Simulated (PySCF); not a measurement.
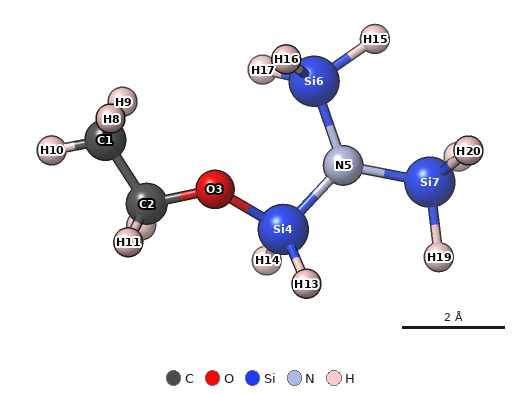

Figure 1. The input geometry of run A (ball-and-stick view, seen on its broad side; atoms are numbered from 1 in the order of the input).

**Two runs on C$_{2}$H$_{13}$NOSi$_{3}$**

System: C$_{2}$H$_{13}$NOSi$_{3}$.
Method of run A: GIAO HF/pcSseg-1 NMR shielding, non-relativistic, gas phase (PySCF 2.14.0).

The geometry comes from this level: PBE0-D3(BJ)/def2-SVP. Text and figures count atoms from 1; the logs count them from 0 in places.

**Input file, run A**
```
{"job": {"kind": "nmr", "xc": "HF", "basis": "pcSseg-1", "pop": false}, "charge": 0, "multiplicity": 1}
C      3.005034     0.513703    -0.996086
C      2.345178    -0.613196    -0.236895
O      0.955580    -0.582300    -0.459230
Si    -0.259268    -1.136423     0.529720
N     -1.573078    -0.056493     0.174083
Si    -1.191739     1.468348    -0.621195
Si    -3.228372    -0.422612     0.613123
H      2.793140     0.426619    -2.072047
H      2.626264     1.487224    -0.650661
H      4.095844     0.492121    -0.852287
H      2.751253    -1.585733    -0.571464
H      2.566117    -0.528062     0.844643
H     -0.647651    -2.545485     0.227948
H      0.217796    -1.059192     1.947927
H     -2.461225     2.262212    -0.593305
H     -0.773929     1.301020    -2.042296
H     -0.141445     2.231351     0.117028
H     -3.770315     0.565753     1.594268
H     -3.237552    -1.778962     1.242507
H     -4.125750    -0.430265    -0.582114
```

The first line tells a small driver script what to run in PySCF; the rest is the geometry in Å.

Command:
```bash
OMP_NUM_THREADS=1 python <driver script> task.json out
```

Hardware: 1 CPU thread, shared host.

**Output (run A)**
```
final grid: 150232 points
cycle   1  E = -1079.3154577647  dE =  4.970e-01  |g| = 6.517e-01  |ddm| = 3.790e+00
cycle   2  E = -1079.4140509486  dE = -9.859e-02  |g| = 3.428e-01  |ddm| = 7.220e-01
cycle   3  E = -1079.4359979988  dE = -2.195e-02  |g| = 8.504e-02  |ddm| = 2.715e-01
cycle   4  E = -1079.4380474229  dE = -2.049e-03  |g| = 1.384e-02  |ddm| = 1.099e-01
cycle   5  E = -1079.4381061526  dE = -5.873e-05  |g| = 3.312e-03  |ddm| = 2.237e-02
cycle   6  E = -1079.4381103676  dE = -4.215e-06  |g| = 1.052e-03  |ddm| = 6.403e-03
cycle   7  E = -1079.4381108275  dE = -4.598e-07  |g| = 3.518e-04  |ddm| = 2.046e-03
cycle   8  E = -1079.4381108828  dE = -5.530e-08  |g| = 1.246e-04  |ddm| = 6.292e-04
cycle   9  E = -1079.4381108899  dE = -7.166e-09  |g| = 3.783e-05  |ddm| = 2.390e-04
cycle  10  E = -1079.4381108907  dE = -7.626e-10  |g| = 5.836e-06  |ddm| = 8.513e-05
converged SCF energy = -1079.4381108907

GIAO shielding tensors (ppm)
atom      isotropic    diamagn.    paramagn.     s11        s22        s33       span
  0 C      171.340     244.461     -73.121    155.196    170.919    187.904     32.708
  1 C      135.384     236.733    -101.350    110.209    121.668    174.275     64.066
  2 O      313.904     408.257     -94.353    283.486    318.860    339.367     55.881
  3 Si     420.269     878.970    -458.700    400.537    404.761    455.510     54.973
  4 N      281.953     339.197     -57.244    262.559    288.796    294.504     31.945
  5 Si     443.741     877.124    -433.384    411.727    429.520    489.976     78.249
  6 Si     447.942     874.175    -426.233    411.777    435.894    496.156     84.379
  7 H       29.977      29.192       0.784     26.250     28.177     35.503      9.253
  8 H       30.047      30.542      -0.495     25.780     29.361     35.000      9.220
  9 H       30.713      26.726       3.988     26.547     27.367     38.226     11.680
 10 H       28.148      28.663      -0.515     22.612     27.616     34.216     11.603
 11 H       28.286      30.156      -1.870     23.184     28.461     33.213     10.029
 12 H       27.262      31.564      -4.302     23.299     25.894     32.593      9.294
 13 H       27.351      32.051      -4.700     23.893     26.074     32.085      8.192
 14 H       27.551      30.166      -2.616     23.615     26.517     32.520      8.905
 15 H       27.426      31.005      -3.580     23.917     25.982     32.379      8.462
 16 H       27.472      31.506      -4.033     23.908     26.360     32.149      8.240
 17 H       27.525      28.106      -0.580     23.898     25.526     33.152      9.255
 18 H       27.517      28.230      -0.713     23.756     26.284     32.511      8.755
 19 H       27.488      27.958      -0.469     23.777     25.467     33.221      9.444
```

Run B used a changed input.

**The two runs side by side**

| quantity | run A | run B |
| --- | --- | --- |
| outcome | converged | converged |
| total energy (hartree) | −1079.438111 | −1081.903850 |
| HOMO (eV) | −10.70 | −7.52 |
| LUMO (eV) | 3.47 | 0.14 |
| dipole moment (D) | 1.63 | 1.49 |
| shielding of C1 (ppm) | 171.3 | 164.8 |
| shielding of C2 (ppm) | 135.4 | 121.8 |
| shielding of O3 (ppm) | 313.9 | 282.2 |
| shielding of Si4 (ppm) | 420.3 | 370.4 |
| shielding of N5 (ppm) | 282.0 | 270.7 |
| shielding of Si6 (ppm) | 443.7 | 402.4 |
| shielding of Si7 (ppm) | 447.9 | 408.3 |
| SCF iterations | 10 | 13 |
| basis functions | 205 | 205 |
| wall time (shared host) | 36 s | 87 s |

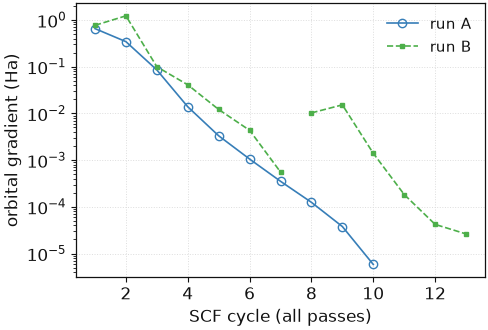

Figure 2. Convergence of the two runs: orbital gradient against the SCF cycle. A break in a curve parts two SCF passes (coarse and final grid). Run A takes 10 cycles in all, and run B takes 13.

What was changed in the input?

The change (lines with − go, lines with + come):
```diff
-"xc": "HF"
+"xc": "PBE0"
-"pop": false
```

The total energies belong to different methods, so their difference says nothing on which is more stable or more accurate. The HOMO goes from −10.70 to −7.52 eV. The LUMO goes from 3.47 to 0.14 eV. The dipole moment goes from 1.63 to 1.49 D. Of all shieldings, the largest change is that of Si4, by −49.8 ppm. The method changes from HF to PBE0. The SCF takes 13 iterations against 10.

**Output (run B)**
```
coarse grid: 17256 points
cycle   1  E = -1081.7441112254  dE =  3.298e-01  |g| = 7.671e-01  |ddm| = 3.887e+00
cycle   2  E = -1081.5616411713  dE =  1.825e-01  |g| = 1.222e+00  |ddm| = 1.687e+00
cycle   3  E = -1081.8542282004  dE = -2.926e-01  |g| = 9.952e-02  |ddm| = 1.214e+00
cycle   4  E = -1081.8559383246  dE = -1.710e-03  |g| = 4.085e-02  |ddm| = 1.084e-01
cycle   5  E = -1081.8562760385  dE = -3.377e-04  |g| = 1.211e-02  |ddm| = 3.542e-02
cycle   6  E = -1081.8563037180  dE = -2.768e-05  |g| = 4.342e-03  |ddm| = 1.367e-02
cycle   7  E = -1081.8563076946  dE = -3.977e-06  |g| = 5.548e-04  |ddm| = 3.554e-03
final grid: 150232 points
cycle   8  E = -1081.9038295288  dE = -1.898e-05  |g| = 1.023e-02  |ddm| = 2.115e-02
cycle   9  E = -1081.9038061660  dE =  2.336e-05  |g| = 1.520e-02  |ddm| = 1.607e-02
cycle  10  E = -1081.9038494023  dE = -4.324e-05  |g| = 1.397e-03  |ddm| = 1.030e-02
cycle  11  E = -1081.9038498345  dE = -4.322e-07  |g| = 1.833e-04  |ddm| = 1.294e-03
cycle  12  E = -1081.9038498414  dE = -6.895e-09  |g| = 4.204e-05  |ddm| = 1.736e-04
cycle  13  E = -1081.9038498416  dE = -2.560e-10  |g| = 2.626e-05  |ddm| = 6.968e-05
converged SCF energy = -1081.9038498416

GIAO shielding tensors (ppm)
atom      isotropic    diamagn.    paramagn.     s11        s22        s33       span
  0 C      164.810     247.143     -82.333    147.956    163.869    182.604     34.648
  1 C      121.757     240.404    -118.647     93.199    105.417    166.656     73.457
  2 O      282.225     405.291    -123.066    244.298    288.362    314.016     69.718
  3 Si     370.437     883.015    -512.578    347.082    348.395    415.834     68.751
  4 N      270.748     334.074     -63.327    246.421    280.105    285.717     39.295
  5 Si     402.389     881.153    -478.763    363.358    381.943    461.867     98.509
  6 Si     408.308     878.470    -470.161    361.970    394.728    468.228    106.258
  7 H       29.665      29.259       0.407     26.309     27.920     34.768      8.459
  8 H       29.706      30.827      -1.121     25.774     29.066     34.277      8.502
  9 H       30.265      26.336       3.929     26.335     27.165     37.296     10.961
 10 H       27.357      28.297      -0.940     21.875     27.055     33.141     11.266
 11 H       27.479      30.207      -2.728     22.634     27.657     32.145      9.511
 12 H       26.185      31.241      -5.056     22.435     24.788     31.332      8.897
 13 H       26.250      31.811      -5.561     23.047     24.880     30.825      7.778
 14 H       26.706      29.698      -2.992     23.037     25.736     31.344      8.307
 15 H       26.597      30.941      -4.344     23.152     25.066     31.574      8.422
 16 H       26.599      31.475      -4.876     23.116     25.415     31.268      8.152
 17 H       26.708      27.861      -1.153     23.057     24.822     32.247      9.190
 18 H       26.646      27.994      -1.348     23.079     25.365     31.494      8.415
 19 H       26.659      27.689      -1.030     22.923     24.706     32.349      9.426
```
